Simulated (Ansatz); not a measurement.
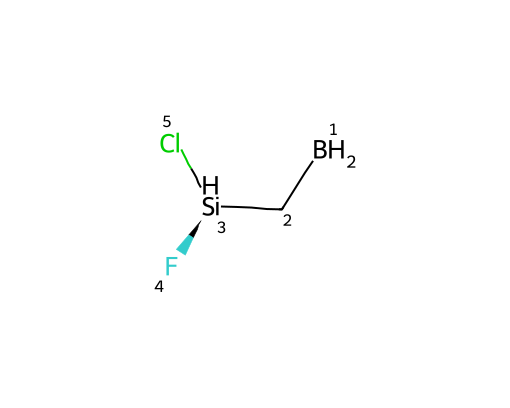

A structural formula, with wedges where it has stereocentres; small numbers name the atoms. The configuration is that of a computed structure (PBE-D4/def2-SVP).

What are the Cahn–Ingold–Prelog descriptors?

Answer. Si3: S.
